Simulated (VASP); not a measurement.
# A VASP study of SrTiC2 (RPBE + D4): structure first, properties next, part 3 of 5

What structure does SrTiC2 take at this level, and what are its properties? The cell is invented: other elements were put on sites of a known structure type. It may not be a known or stable phase. The atoms of the start are displaced at random from the sites of a P4/mmm cell.

VASP 6.6.1, plane waves and PAW; the level of theory is named at each step.

Still holding for the runs below: The k-mesh is coarse for a metal.

So far. Step 3 (Full relaxation (RPBE + D4)): It ends with a largest force of 0.006 eV/Å and a pressure of 0.01 GPa. Step 4 (Second relaxation): It ends with a largest force of 0.002 eV/Å and a pressure of 0.00 GPa.

## Step 5: Density, ELF and potential (RPBE + D4)

Level of this step: RPBE with D4; plane waves and PAW (Sr_sv, Ti_sv, C); invented cell (VASP).

A single point on the relaxed cell gives a clean self-consistent state, with density, ELF and potential written out.

INCAR reads:

```
SYSTEM = SrTiC2
PREC = Accurate
ENCUT = 520
EDIFF = 1E-06
NELM = 100
ISMEAR = 0
SIGMA = 0.05
LREAL = .FALSE.
ALGO = Normal
GGA = RP
IVDW = 13
NBANDS = 21
LORBIT = 11
LWAVE = .FALSE.
LCHARG = .TRUE.
ISIF = 2
LELF = .TRUE.
LVHAR = .TRUE.
```

POSCAR reads:

```
SrTiC2
1.0
    4.0346161303      0.0000000000      0.0009430178
    0.0000000000      4.2016994997      0.0000000000
   -0.0067034805      0.0000000000      4.0479623131
Sr Ti C
1 1 2
Direct
    0.0000000000      0.6260963311      0.5000000000
    0.5000000000      0.1263351860      0.0000000000
    0.0000000000      0.0241070137      0.0000000000
    0.5000000000      0.2249264692      0.5000000000
```

KPOINTS reads:

```
Automatic mesh
0
Gamma
6 5 6
0 0 0
```

Potentials, in the order of the species: Sr_sv, Ti_sv and C (PBE family, release 64).

On the command line:

```sh
mpirun -np 2 vasp_std
```

Output:

```text
[banner, memory and clock lines left out]
running    2 mpi-ranks, on    1 nodes
 distrk:  each k-point on    2 cores,    1 groups
 distr:  one band on    1 cores,    2 groups

 POSCAR found type information on POSCAR SrTiC
 POSCAR found :  3 types and       4 ions
 [... a notice as in an earlier step ...]

 LDA part: xc-table for (Slater+PW92), standard interpolation
|                                                                             |
|           W    W    AA    RRRRR   N    N  II  N    N   GGGG   !!!           |
|           W    W   A  A   R    R  NN   N  II  NN   N  G    G  !!!           |
|           W    W  A    A  R    R  N N  N  II  N N  N  G       !!!           |
|           W WW W  AAAAAA  RRRRR   N  N N  II  N  N N  G  GGG   !            |
|           WW  WW  A    A  R   R   N   NN  II  N   NN  G    G                |
|           W    W  A    A  R    R  N    N  II  N    N   GGGG   !!!           |
|                                                                             |
|     The number of bands has been changed from the values supplied in        |
|     The orbitals not found in the WAVECAR file will be initialized with     |
|     random numbers, which is usually adequate. For correlated               |
|     calculations, however, you should redo the groundstate calculation.     |
|     I found NBANDS = 21. Now, NBANDS = 22.                                  |
|                                                                             |

 POSCAR, INCAR and KPOINTS ok, starting setup
 FFT: planning ... GRIDC
 FFT: planning ... GRID_SOFT
 FFT: planning ... GRID
 WAVECAR not read
 entering main loop
       N       E                     dE             d eps       ncg     rms          rms(c)
DAV:   1     0.270920007254E+03    0.27092E+03   -0.14775E+04  2640   0.140E+03
DAV:   2     0.246345063162E+01   -0.26846E+03   -0.25610E+03  2774   0.390E+02
DAV:   3    -0.289384824220E+02   -0.31402E+02   -0.30672E+02  4758   0.110E+02
DAV:   4    -0.306743011448E+02   -0.17358E+01   -0.17258E+01  3234   0.239E+01
DAV:   5    -0.308038796621E+02   -0.12958E+00   -0.12955E+00  4112   0.569E+00    0.253E+01
DAV:   6    -0.253294277666E+02    0.54745E+01   -0.35521E+01  3374   0.457E+01    0.144E+01
DAV:   7    -0.247890733251E+02    0.54035E+00   -0.17887E+01  3656   0.329E+01    0.140E+01
DAV:   8    -0.243845952025E+02    0.40448E+00   -0.12322E+00  3218   0.982E+00    0.625E+00
DAV:   9    -0.244202032706E+02   -0.35608E-01   -0.50968E-01  4268   0.567E+00    0.188E+00
DAV:  10    -0.243843415268E+02    0.35862E-01   -0.15736E-01  3668   0.338E+00    0.414E-01
DAV:  11    -0.243858500233E+02   -0.15085E-02   -0.68027E-03  3136   0.599E-01    0.233E-01
DAV:  12    -0.243856216540E+02    0.22837E-03   -0.13464E-03  3908   0.260E-01    0.951E-02
DAV:  13    -0.243856377089E+02   -0.16055E-04   -0.88894E-04  3750   0.236E-01    0.648E-02
DAV:  14    -0.243856044425E+02    0.33266E-04   -0.14416E-04  3618   0.110E-01    0.128E-02
DAV:  15    -0.243856049366E+02   -0.49409E-06   -0.17701E-05  4160   0.263E-02    0.487E-03
DAV:  16    -0.243856053103E+02   -0.37366E-06   -0.14257E-06  2540   0.956E-03
   1 F= -.25761735E+02 E0= -.25760217E+02  d E =-.303550E-02
```

The job ended after 49 s (2 MPI ranks of AMD EPYC 7R43, shared host; peak memory 0.32 GiB; 96 s of CPU time).

Parts of OUTCAR (step 5):

```text
  LATTYP: Found a simple monoclinic cell.
 ALAT       =     4.0346162405
 B/A-ratio  =     1.0414124291
 C/A-ratio  =     1.0033092672
 COS(beta)  =    -0.0014222798

The static configuration has the point symmetry C_2 .

 Found     60 irreducible k-points:

   k-points           NKPTS =     60   k-points in BZ     NKDIM =     60   number of bands    NBANDS=     22

   ENCUT  =  520.0 eV  38.22 Ry    6.18 a.u.   7.50  7.81  7.53*2*pi/ulx,y,z

   NELECT =      30.0000    total number of electrons

 E-fermi :   3.9261

 k-point     1 :       0.0000    0.0000    0.0000
  band No.  band energies     occupation
    ...
     11       2.3086      2.00000
     12       2.9195      2.00000
     13       2.9325      2.00000
     14       3.1974      2.00000
     15       3.9493      0.51201
     16       3.9666      0.25253
     17       5.5834      0.00000
     18       5.8342      0.00000
     19       7.6316      0.00000
     20       7.6767      0.00000
    ...

 k-point     2 :       0.1667    0.0000    0.0000
  band No.  band energies     occupation
    ...
     12       2.5447      2.00000
     13       2.9098      2.00000
     14       3.0885      2.00000
     15       3.6828      2.00000
     16       3.8054      1.99936
     17       5.8402      0.00000
     18       6.0076      0.00000
     19       6.6854      0.00000
     20       7.6819      0.00000
     21       8.2471      0.00000
    ...

  DFT-D4 for vdW energy calculation

  Edisp (eV):   -1.37613

  Total       0.00494     0.03257    -0.03942     0.00000     0.00000     0.00625
  in kB       0.11543     0.76047    -0.92043     0.00000     0.00000     0.14601
  external pressure =       -0.01 kB  Pullay stress =        0.00 kB

  energy-cutoff  :      520.00
  volume of cell :       68.62
      direct lattice vectors                 reciprocal lattice vectors
     4.034616130  0.000000000  0.000943018     0.247854958  0.000000000  0.000410451
     0.000000000  4.201699500  0.000000000     0.000000000  0.237998934  0.000000000
    -0.006703481  0.000000000  4.047962313    -0.000057741  0.000000000  0.247037777

 POSITION                                       TOTAL-FORCE (eV/Angst)
 -----------------------------------------------------------------------------------
     -0.00335      2.63067      2.02398        -0.000000     -0.002097      0.000000
      2.01731      0.53082      0.00047        -0.000000      0.000950      0.000000
      0.00000      0.10129      0.00000        -0.000000      0.000221      0.000000
      2.01396      0.94507      2.02445         0.000000      0.000926      0.000000
 -----------------------------------------------------------------------------------
    total drift:                               -0.000000      0.000099      0.000001

  FREE ENERGIE OF THE ION-ELECTRON SYSTEM (eV)
  ---------------------------------------------------
  free  energy   TOTEN  =       -25.7617350523 eV

  energy  without entropy=      -25.7586995545  energy(sigma->0) =      -25.76021730

 total charge
# of ion       s       p       d       tot
------------------------------------------
    1        2.020   5.826   0.268   8.115
    2        2.230   6.224   1.930  10.384
    3        0.941   1.339   0.000   2.280
    4        0.940   1.338   0.000   2.278
--------------------------------------------------
tot          6.131  14.727   2.199  23.057

[... 2 parts as in an earlier step ...]

[... 7 further parts left out ...]
```

This step gave:

```
SCF cycles : 16
bands      : 22
pressure   : -0.001484 GPa
```

Valence electrons inside each PAW sphere by angular momentum. Sphere charges, by row:

```
atom  s (e)  p (e)  d (e)  tot (e)
 Sr1   2.02  5.826  0.268    8.115
 Ti2   2.23  6.224   1.93    10.38
  C3  0.941  1.339      0     2.28
  C4   0.94  1.338      0    2.278
```

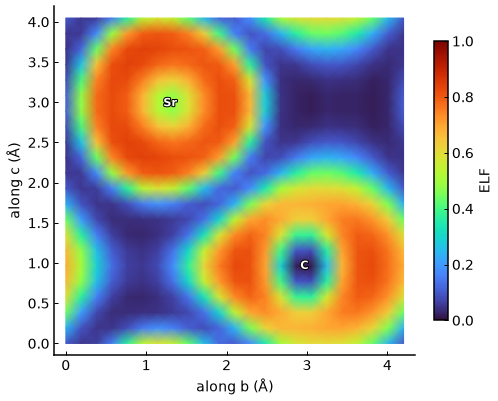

ELF in the bc plane at fractional x = 0.000, with atoms of Sr and C within 0.2 Å of it. It is the smooth field of the valence electrons, not physical close to the nuclei. The map starts off the cell's origin, so that atoms lie inside it.

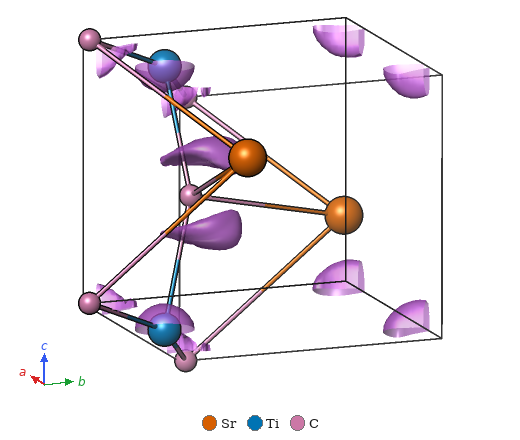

Surface of ELF = 0.85.

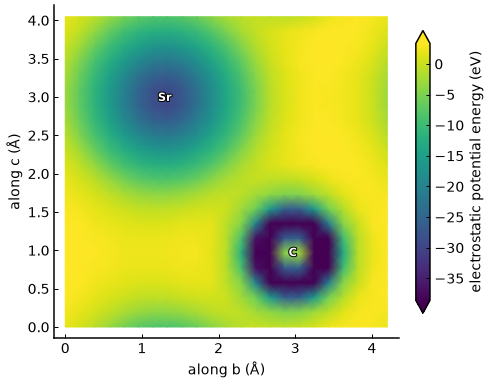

Electrostatic potential energy in the bc plane at fractional x = 0.000, with atoms of Sr and C within 0.2 Å of it. With pseudopotentials it is smooth inside the atoms' cores, unlike the true potential. The map starts off the cell's origin, so that atoms lie inside it.

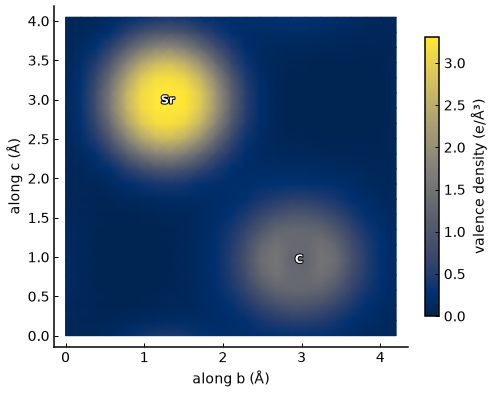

Valence density in the bc plane at fractional x = 0.000, with atoms of Sr and C within 0.2 Å of it. It is the smooth field of the valence electrons, not physical close to the nuclei. The map starts off the cell's origin, so that atoms lie inside it.

In this run the pressure is 0.00 GPa, small enough to go on.

## Step 6: Band structure (RPBE + D4)

The mesh alone shows little of the dispersion and can miss band extrema, so KPOINTS_OPT adds a path through the symmetry points after the self-consistent cycle.

INCAR reads:

```
SYSTEM = SrTiC2
PREC = Accurate
ENCUT = 520
EDIFF = 1E-06
NELM = 100
ISMEAR = 0
SIGMA = 0.05
LREAL = .FALSE.
ALGO = Normal
GGA = RP
IVDW = 13
NBANDS = 29
LORBIT = 11
LWAVE = .FALSE.
LCHARG = .FALSE.
KPAR = 2
```

POSCAR is that of step 5.

KPOINTS is that of step 5.

KPOINTS_OPT reads:

```
Line mode
16
Line-mode
Reciprocal
  0.00000000   0.00000000   0.00000000 GAMMA
  0.00000000   0.00000000   0.50000000 Y

  0.00000000   0.00000000   0.50000000 Y
 -0.49929222   0.00000000   0.50071248 H

 -0.49929222   0.00000000   0.50071248 H
 -0.50000000   0.00000000   0.50000000 C

 -0.50000000   0.00000000   0.50000000 C
 -0.50000000   0.50000000   0.50000000 E

 -0.50000000   0.50000000   0.50000000 E
 -0.50070778   0.50000000   0.49928752 M1

 -0.50070778   0.50000000   0.49928752 M1
 -0.50000000   0.50000000   0.00000000 A

 -0.50000000   0.50000000   0.00000000 A
 -0.50000000   0.00000000   0.00000000 X

 -0.50000000   0.00000000   0.00000000 X
 -0.50070778   0.00000000   0.49928752 H1

 -0.49929222   0.50000000   0.50071248 M
  0.00000000   0.50000000   0.50000000 D

  0.00000000   0.50000000   0.50000000 D
  0.00000000   0.50000000   0.00000000 Z

  0.00000000   0.00000000   0.50000000 Y
  0.00000000   0.50000000   0.50000000 D
```

On the command line:

```sh
mpirun -np 2 vasp_std
```

Output:

```text
[... set-up lines as in an earlier step ...]
 entering main loop
       N       E                     dE             d eps       ncg     rms          rms(c)
DAV:   1     0.257981805965E+03    0.25798E+03   -0.13927E+04  3480   0.106E+03
DAV:   2    -0.147557628223E+01   -0.25946E+03   -0.24324E+03  3571   0.310E+02
DAV:   3    -0.288158045034E+02   -0.27340E+02   -0.26640E+02  5366   0.863E+01
DAV:   4    -0.307434044275E+02   -0.19276E+01   -0.19154E+01  4761   0.198E+01
DAV:   5    -0.308055185368E+02   -0.62114E-01   -0.62108E-01  4776   0.309E+00    0.253E+01
DAV:   6    -0.255441059139E+02    0.52614E+01   -0.15255E+01  4397   0.346E+01    0.157E+01
DAV:   7    -0.247833209118E+02    0.76079E+00   -0.96849E+00  3979   0.246E+01    0.132E+01
DAV:   8    -0.243694196961E+02    0.41390E+00   -0.77657E-01  4059   0.889E+00    0.477E+00
DAV:   9    -0.244004405869E+02   -0.31021E-01   -0.13009E-01  4888   0.227E+00    0.126E+00
DAV:  10    -0.243845209615E+02    0.15920E-01   -0.30893E-02  4043   0.162E+00    0.310E-01
DAV:  11    -0.243853422500E+02   -0.82129E-03   -0.26822E-03  4568   0.264E-01    0.150E-01
DAV:  12    -0.243855872132E+02   -0.24496E-03   -0.71492E-04  4494   0.130E-01    0.433E-02
DAV:  13    -0.243856155082E+02   -0.28295E-04   -0.78958E-05  4211   0.669E-02    0.400E-02
DAV:  14    -0.243856046010E+02    0.10907E-04   -0.35541E-05  4412   0.567E-02    0.553E-03
DAV:  15    -0.243856052866E+02   -0.68561E-06   -0.54852E-06  4428   0.125E-02
   1 F= -.25761735E+02 E0= -.25760218E+02  d E =-.303468E-02
 Start KPOINTS_OPT (optional k-point list driver)
k-point batch [1-60\176]
       N       E                     dE             ncg
DAV:   1    -0.715310588073E+04   -0.55022E+05     3480
DAV:   2    -0.226567646600E+05   -0.15504E+05     3569
DAV:   3    -0.243707265973E+05   -0.17140E+04     5923
DAV:   4    -0.244439628676E+05   -0.73236E+02     4456
DAV:   5    -0.244473450868E+05   -0.33822E+01     5035
DAV:   6    -0.244473677484E+05   -0.22662E-01     4396
DAV:   7    -0.244473685242E+05   -0.77580E-03     5024
DAV:   8    -0.244473685287E+05   -0.45322E-05     3649
DAV:   9    -0.244473685289E+05   -0.16067E-06     2537
[...]
k-point batch [121-176\176]
       N       E                     dE             ncg
DAV:   1    -0.373960208563E+04   -0.58235E+05     3248
DAV:   2    -0.182157702149E+05   -0.14476E+05     3336
DAV:   3    -0.197683520633E+05   -0.15526E+04     5403
DAV:   4    -0.198464867337E+05   -0.78135E+02     4112
DAV:   5    -0.198495935911E+05   -0.31069E+01     4646
DAV:   6    -0.198496261769E+05   -0.32586E-01     4127
DAV:   7    -0.198496272586E+05   -0.10817E-02     4652
DAV:   8    -0.198496272667E+05   -0.81117E-05     3310
DAV:   9    -0.198496272671E+05   -0.38237E-06     2425
```

Wall time 2.3 min (2 MPI ranks); peak memory 0.57 GiB; 4.5 min of CPU time.

OUTCAR, selected parts (step 6):

```text
   k-points           NKPTS =     60   k-points in BZ     NKDIM =     60   number of bands    NBANDS=     29

   NELECT =      30.0000    total number of electrons

 E-fermi :   3.9261

 k-point     1 :       0.0000    0.0000    0.0000
  band No.  band energies     occupation
    ...
     11       2.3085      2.00000
     12       2.9195      2.00000
     13       2.9327      2.00000
     14       3.1976      2.00000
     15       3.9493      0.51205
     16       3.9666      0.25188
     17       5.5829      0.00000
     18       5.8342      0.00000
     19       7.6314      0.00000
     20       7.6765      0.00000
    ...

  DFT-D4 for vdW energy calculation

  Edisp (eV):   -1.37613

  Total       0.00813     0.03687    -0.03602     0.00000     0.00000     0.00625
  in kB       0.18990     0.86076    -0.84101     0.00000     0.00000     0.14589
  external pressure =        0.07 kB  Pullay stress =        0.00 kB

 POSITION                                       TOTAL-FORCE (eV/Angst)
 -----------------------------------------------------------------------------------
     -0.00335      2.63067      2.02398         0.000000     -0.002109      0.000000
      2.01731      0.53082      0.00047         0.000000      0.000898      0.000000
      0.00000      0.10129      0.00000        -0.000000      0.000658      0.000000
      2.01396      0.94507      2.02445        -0.000000      0.000553      0.000000
 -----------------------------------------------------------------------------------
    total drift:                               -0.000000     -0.000055      0.000001

  FREE ENERGIE OF THE ION-ELECTRON SYSTEM (eV)
  ---------------------------------------------------
  free  energy   TOTEN  =       -25.7617350286 eV

  energy  without entropy=      -25.7587003528  energy(sigma->0) =      -25.76021769

[... 7 parts as in an earlier step ...]

[... 9 further parts left out ...]
```

Within 0.02 Å the cell has space group P-4m2; at a tight tolerance a small distortion makes it P2.

Numbers from this step:

```
SCF cycles : 15
bands      : 29
pressure   : 0.006988 GPa
```

Electronic bands along the path, in eV, zero at the Fermi level; # counts the bands kept, so #1 is VASP's band 9:

```csv
point,#4,#5,#6,#7,#8,#9,#10,#11
Γ,-1.01,-0.99,-0.73,0.02,0.04,1.66,1.91,3.71
Y,-1.64,-1.15,-1.10,-0.78,0.42,0.63,2.32,2.47
H,-3.40,-2.01,-1.39,-1.37,0.20,2.12,3.35,3.40
C,-3.40,-2.01,-1.39,-1.37,0.20,2.12,3.35,3.40
E,-2.74,-2.22,-1.34,-1.33,1.08,1.86,2.27,3.50
M1,-2.74,-2.22,-1.34,-1.33,1.08,1.86,2.27,3.50
A,-2.47,-1.70,-1.06,-0.82,0.64,1.98,2.57,3.31
X,-1.65,-1.13,-1.12,-0.74,0.42,0.62,2.27,2.42
H1,-3.40,-2.01,-1.39,-1.37,0.20,2.12,3.35,3.40
jump to M,-2.74,-2.22,-1.34,-1.33,1.08,1.86,2.27,3.50
D,-2.48,-1.68,-1.10,-0.86,0.63,1.98,2.65,3.32
Z,-1.54,-1.53,-1.27,-0.04,-0.02,1.82,2.28,3.75
jump to Y,-1.64,-1.15,-1.10,-0.78,0.42,0.63,2.32,2.47
D,-2.48,-1.68,-1.10,-0.86,0.63,1.98,2.65,3.32
```

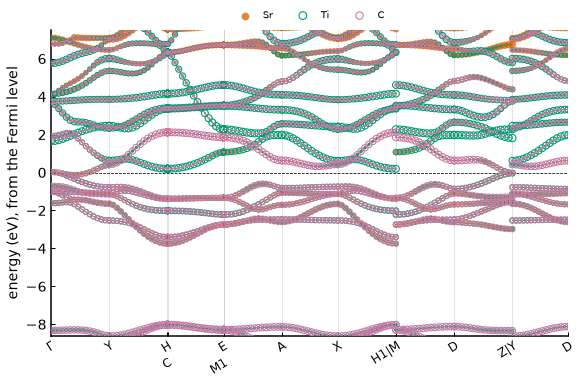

Electronic bands along the path; dots are coloured as in the legend, and their area grows with the weight.

There is no gap at this level.

[end of part 3 of 5]

[Lines on the potential files, build, host, timing and source positions are cut from VASP's logs without a mark.]

[Logs are printed without paths, hosts, clocks, repeated set-up lines and the standing remarks that a program may print on its own settings, such as how far it seeks lower states.]

[Hosts, paths, dates, database ids (printed as entryN), source tags and the programs' standing remarks are cut or masked in the printed files.]

[A measured line is paired with the nearest computed mode of its activity, which favours agreement.]

[In band tables of VASP the shares of atoms and orbitals are scaled to a sum of 1 inside the atoms' spheres.]
